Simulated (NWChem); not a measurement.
# Run report: GaCl3, geometry relaxation (part 2 of 4)

Continued. System: GaCl3, SMILES [Cl][Ga]([Cl])[Cl]. Method: HF/6-31G*, RHF (NWChem 7.3.0). The geometry comes from this level: PBE0-D4/def2-TZVP.

Geometry of the input (Å):
```
Cl 2.0417  0.5386  0.0000
Ga -0.0000  0.0000  -0.0000
Cl -1.4873  1.4989  0.0000
Cl -0.5544  -2.0375  0.0000
```

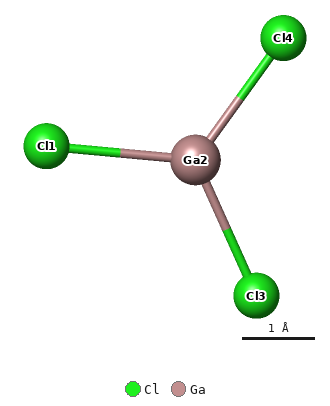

Figure 1. The starting structure (ball-and-stick view, seen on its broad side; atoms are numbered from 1 in the order of the input). Sticks mark near contacts.

Log, continued:
```
                         RHF ENERGY GRADIENTS

    atom               coordinates                        gradient
                 x          y          z           x          y          z
   1 Cl      3.884745   1.024770   0.000000   -0.000121  -0.000032   0.000000
   2 Ga     -0.000000   0.000000  -0.000000    0.000000   0.000000   0.000000
   3 Cl     -2.829849   2.851903   0.000000    0.000088  -0.000089   0.000000
   4 Cl     -1.054896  -3.876673   0.000000    0.000033   0.000120   0.000000

  no constraints, skipping    0.0000000000000000

  ---- ---------------- -------- -------- -------- -------- -------- --------
@    1   -3301.58572074 -2.4D-04  0.00012  0.00006  0.01368  0.02645     21.1
                                     ok       ok

                                Z-matrix (autoz)
                                --------

 Units are Angstrom for bonds and degrees for angles

      Type          Name      I     J     K     L     M      Value     Gradient
      ----------- --------  ----- ----- ----- ----- ----- ---------- ----------
    1 Stretch                  1     2                       2.12604   -0.00012
    2 Stretch                  2     3                       2.12604   -0.00012
    3 Stretch                  2     4                       2.12604   -0.00012
    4 Bend                     1     2     3               120.00000    0.00000
    5 Bend                     1     2     4               120.00000    0.00000
    6 Bend                     3     2     4               120.00000   -0.00000
    7 Torsion                  1     2     3     4        -180.00000   -0.00000
    8 Torsion                  1     2     4     3         180.00000    0.00000
    9 Torsion                  3     2     1     4         180.00000    0.00000
   10 Torsion                  1     4     2     3        -180.00000    0.00000
   11 Torsion                  3     1     2     4        -180.00000    0.00000
   12 Torsion                  1     3     2     4         180.00000   -0.00000

  no constraints, skipping    0.0000000000000000
  no constraints, skipping    0.0000000000000000
  no constraints, skipping    0.0000000000000000
                                 NWChem SCF Module
                                 -----------------

  ao basis        = "ao basis"
  functions       =    86
  atoms           =     4
  closed shells   =    41
  open shells     =     0
  charge          =   0.00
  wavefunction    = RHF
  input vectors   = ./test.movecs
  output vectors  = ./test.movecs
  use symmetry    = T
  symmetry adapt  = T

 Forming initial guess at      21.1s

 Starting SCF solution at      21.1s

       Final RHF  results
       ------------------

         Total SCF energy =  -3301.585720859254
      One-electron energy =  -5621.761638104722
      Two-electron energy =   1802.146604289388
 Nuclear repulsion energy =    518.029312956080

        Time for solution =      4.3s

 Line search:
     step= 1.00 grad=-2.2D-07 hess= 1.1D-07 energy=  -3301.585721 mode=accept
 new step= 1.00                   predicted energy=  -3301.585721
  no constraints, skipping    0.0000000000000000
  no constraints, skipping    0.0000000000000000
  no constraints, skipping    0.0000000000000000

          --------
          Step   2
          --------

                         Geometry "geometry" -> "geometry"
                         ---------------------------------

 Output coordinates in angstroms (scale by  1.889725989 to convert to a.u.)

  No.       Tag          Charge          X              Y              Z
 ---- ---------------- ---------- -------------- -------------- --------------
    1 Cl                  17.0000     2.05602450     0.54236545     0.00000000
    2 Ga                  31.0000     0.00000000     0.00000000    -0.00000000
    3 Cl                  17.0000    -1.49771451     1.50938673     0.00000000
    4 Cl                  17.0000    -0.55830999    -2.05175217     0.00000000

      Atomic Mass
      -----------

      Cl                34.968850
      Ga                68.925700

 Effective nuclear repulsion energy (a.u.)     518.0293129561

            Nuclear Dipole moment (a.u.)
            ----------------------------
        X                 Y               Z
 ---------------- ---------------- ----------------
     0.0000000000     0.0000000000    -0.0000000000

      Symmetry information
      --------------------

 Group name             C3h
 Group number             22
 Group order               6
 No. of unique centers     2

      Symmetry unique atoms

     1    2

                                 NWChem SCF Module
                                 -----------------

  ao basis        = "ao basis"
  functions       =    86
  atoms           =     4
  closed shells   =    41
  open shells     =     0
  charge          =   0.00
  wavefunction    = RHF
  input vectors   = ./test.movecs
  output vectors  = ./test.movecs
  use symmetry    = T
  symmetry adapt  = T

  The SCF is already converged

         Total SCF energy =  -3301.585720859254

                              NWChem Gradients Module
                              -----------------------

                         RHF ENERGY GRADIENTS

    atom               coordinates                        gradient
                 x          y          z           x          y          z
   1 Cl      3.885323   1.024922   0.000000   -0.000004  -0.000001   0.000000
   2 Ga      0.000000   0.000000  -0.000000    0.000000   0.000000   0.000000
   3 Cl     -2.830270   2.852327   0.000000    0.000003  -0.000003  -0.000000
   4 Cl     -1.055053  -3.877249   0.000000    0.000001   0.000004  -0.000000

  no constraints, skipping    0.0000000000000000

  ---- ---------------- -------- -------- -------- -------- -------- --------
@    2   -3301.58572086 -1.2D-07  0.00000  0.00000  0.00030  0.00058     27.9
                                     ok       ok       ok       ok

                                Z-matrix (autoz)
                                --------

 Units are Angstrom for bonds and degrees for angles

      Type          Name      I     J     K     L     M      Value     Gradient
      ----------- --------  ----- ----- ----- ----- ----- ---------- ----------
    1 Stretch                  1     2                       2.12636   -0.00000
    2 Stretch                  2     3                       2.12636   -0.00000
    3 Stretch                  2     4                       2.12636   -0.00000
    4 Bend                     1     2     3               120.00000    0.00000
    5 Bend                     1     2     4               120.00000    0.00000
    6 Bend                     3     2     4               120.00000   -0.00000
    7 Torsion                  1     2     3     4        -180.00000   -0.00000
    8 Torsion                  1     2     4     3         180.00000    0.00000
    9 Torsion                  3     2     1     4         180.00000    0.00000
   10 Torsion                  1     4     2     3        -180.00000   -0.00000
   11 Torsion                  3     1     2     4        -180.00000   -0.00000
   12 Torsion                  1     3     2     4         180.00000    0.00000

      ----------------------
      Optimization converged
      ----------------------

  ---- ---------------- -------- -------- -------- -------- -------- --------
@    2   -3301.58572086 -1.2D-07  0.00000  0.00000  0.00030  0.00058     27.9
                                     ok       ok       ok       ok

                                Z-matrix (autoz)
                                --------

 Units are Angstrom for bonds and degrees for angles

      Type          Name      I     J     K     L     M      Value     Gradient
      ----------- --------  ----- ----- ----- ----- ----- ---------- ----------
    1 Stretch                  1     2                       2.12636   -0.00000
    2 Stretch                  2     3                       2.12636   -0.00000
    3 Stretch                  2     4                       2.12636   -0.00000
    4 Bend                     1     2     3               120.00000    0.00000
    5 Bend                     1     2     4               120.00000    0.00000
    6 Bend                     3     2     4               120.00000   -0.00000
    7 Torsion                  1     2     3     4        -180.00000   -0.00000
    8 Torsion                  1     2     4     3         180.00000    0.00000
    9 Torsion                  3     2     1     4         180.00000    0.00000
   10 Torsion                  1     4     2     3        -180.00000   -0.00000
   11 Torsion                  3     1     2     4        -180.00000   -0.00000
   12 Torsion                  1     3     2     4         180.00000    0.00000

                         Geometry "geometry" -> "geometry"
                         ---------------------------------

 Output coordinates in angstroms (scale by  1.889725989 to convert to a.u.)

  No.       Tag          Charge          X              Y              Z
 ---- ---------------- ---------- -------------- -------------- --------------
    1 Cl                  17.0000     2.05602450     0.54236545     0.00000000
    2 Ga                  31.0000     0.00000000     0.00000000    -0.00000000
    3 Cl                  17.0000    -1.49771451     1.50938673     0.00000000
    4 Cl                  17.0000    -0.55830999    -2.05175217     0.00000000

      Atomic Mass
      -----------

      Cl                34.968850
      Ga                68.925700

 Effective nuclear repulsion energy (a.u.)     518.0293129561

            Nuclear Dipole moment (a.u.)
            ----------------------------
        X                 Y               Z
 ---------------- ---------------- ----------------
     0.0000000000     0.0000000000    -0.0000000000

      Symmetry information
      --------------------

 Group name             C3h
 Group number             22
 Group order               6
 No. of unique centers     2

      Symmetry unique atoms

     1    2

                Final and change from initial internal coordinates
                --------------------------------------------------

                                Z-matrix (autoz)
                                --------

 Units are Angstrom for bonds and degrees for angles

      Type          Name      I     J     K     L     M      Value       Change
      ----------- --------  ----- ----- ----- ----- ----- ---------- ----------
    1 Stretch                  1     2                       2.12636    0.01479
    2 Stretch                  2     3                       2.12636    0.01479
    3 Stretch                  2     4                       2.12636    0.01479
    4 Bend                     1     2     3               120.00000    0.00000
    5 Bend                     1     2     4               120.00000    0.00000
    6 Bend                     3     2     4               120.00000    0.00000
    7 Torsion                  1     2     3     4        -180.00000    0.00000
    8 Torsion                  1     2     4     3         180.00000    0.00000
    9 Torsion                  3     2     1     4         180.00000    0.00000
   10 Torsion                  1     4     2     3        -180.00000    0.00000
   11 Torsion                  3     1     2     4        -180.00000    0.00000
   12 Torsion                  1     3     2     4         180.00000    0.00000

 ==============================================================================
                                internuclear distances
 ------------------------------------------------------------------------------
       center one      |      center two      | atomic units |  angstroms
 ------------------------------------------------------------------------------
    2 Ga               |   1 Cl               |     4.01823  |     2.12636
    3 Cl               |   2 Ga               |     4.01823  |     2.12636
    4 Cl               |   2 Ga               |     4.01823  |     2.12636
 ------------------------------------------------------------------------------
                         number of included internuclear distances:          3
 ==============================================================================

 ==============================================================================
                                 internuclear angles
 ------------------------------------------------------------------------------
        center 1       |       center 2       |       center 3       |  degrees
 ------------------------------------------------------------------------------
    1 Cl               |   2 Ga               |   3 Cl               |   120.00
    1 Cl               |   2 Ga               |   4 Cl               |   120.00
    3 Cl               |   2 Ga               |   4 Cl               |   120.00
 ------------------------------------------------------------------------------
                            number of included internuclear angles:          3
 ==============================================================================

 Task  times  cpu:       27.8s     wall:       27.8s

                                NWChem Input Module
                                -------------------

                   NWChem Nuclear Hessian and Frequency Analysis
                   ---------------------------------------------

                              NWChem Analytic Hessian
                              -----------------------

  ncent_ecp
                                 NWChem SCF Module
                                 -----------------

  ao basis        = "ao basis"
  functions       =    86
  atoms           =     4
  closed shells   =    41
  open shells     =     0
  charge          =   0.00
  wavefunction    = RHF
  input vectors   = ./test.movecs
  output vectors  = ./test.movecs
  use symmetry    = F
  symmetry adapt  = F

 Forming initial guess at      27.9s

 Starting SCF solution at      27.9s

       Final RHF  results
       ------------------

         Total SCF energy =  -3301.585720869344
      One-electron energy =  -5621.761638321173
      Two-electron energy =   1802.146604495750
 Nuclear repulsion energy =    518.029312956080

        Time for solution =      3.7s

 HESSIAN: the one electron contributions are done in       0.1s

 HESSIAN: 2-el 1st deriv. term done in                     4.2s

 HESSIAN: 2-el 2nd deriv. term done in                    11.6s

  stpr_wrt_fd_from_sq: overwrite of existing file:./test.hess
 stpr_wrt_fd_dipole: overwrite of existing file./test.fd_ddipole

 HESSIAN: the two electron contributions are done in      15.9s

                                NWChem CPHF Module
                                ------------------

  scftype          =     RHF
  nclosed          =       41
  nopen            =        0
  variables        =     1845
  # of vectors     =       12
  tolerance        = 0.10D-03
  level shift      = 0.00D+00
  max iterations   =       50
  max subspace     =      120

 SCF residual:    1.4722362918609702E-009

Iterative solution of linear equations
  No. of variables     1845
  No. of equations       12
  Maximum subspace      120
        Iterations       50
       Convergence  1.0D-04
        Start time     50.3

   iter   nsub   residual    time
   ----  ------  --------  ---------
     1     12    5.72D-02      52.0
     2     24    1.35D-02      53.8
     3     36    1.99D-03      55.6
     4     48    5.37D-04      57.3
     5     60    9.62D-05      59.1
 HESSIAN: the CPHF contributions are done
  stpr_wrt_fd_from_sq: overwrite of existing file:./test.hess
 stpr_wrt_fd_dipole: overwrite of existing file./test.fd_ddipole

 Derivative Dipole

 X vector of derivative dipole (au) [debye/angstrom]
 d_dipole_x/<atom=   1,x> =    -1.0437     [   -5.0132]
 d_dipole_x/<atom=   1,y> =    -0.1613     [   -0.7750]
 d_dipole_x/<atom=   1,z> =     0.0000     [    0.0000]
 d_dipole_x/<atom=   2,x> =     2.2776     [   10.9398]
 d_dipole_x/<atom=   2,y> =     0.0000     [    0.0000]
 d_dipole_x/<atom=   2,z> =    -0.0000     [   -0.0000]
 d_dipole_x/<atom=   3,x> =    -0.7567     [   -3.6344]
 d_dipole_x/<atom=   3,y> =     0.3271     [    1.5710]
 d_dipole_x/<atom=   3,z> =     0.0000     [    0.0000]
 d_dipole_x/<atom=   4,x> =    -0.4772     [   -2.2921]
 d_dipole_x/<atom=   4,y> =    -0.1657     [   -0.7961]
 d_dipole_x/<atom=   4,z> =    -0.0000     [   -0.0000]

 Y vector of derivative dipole (au) [debye/angstrom]
 d_dipole_y/<atom=   1,x> =    -0.1613     [   -0.7750]
 d_dipole_y/<atom=   1,y> =    -0.4747     [   -2.2799]
 d_dipole_y/<atom=   1,z> =    -0.0000     [   -0.0000]
 d_dipole_y/<atom=   2,x> =     0.0000     [    0.0000]
 d_dipole_y/<atom=   2,y> =     2.2776     [   10.9398]
 d_dipole_y/<atom=   2,z> =     0.0000     [    0.0000]
 d_dipole_y/<atom=   3,x> =     0.3271     [    1.5710]
 d_dipole_y/<atom=   3,y> =    -0.7617     [   -3.6588]
 d_dipole_y/<atom=   3,z> =    -0.0000     [   -0.0000]
 d_dipole_y/<atom=   4,x> =    -0.1657     [   -0.7961]
 d_dipole_y/<atom=   4,y> =    -1.0412     [   -5.0010]
 d_dipole_y/<atom=   4,z> =    -0.0000     [   -0.0000]
```
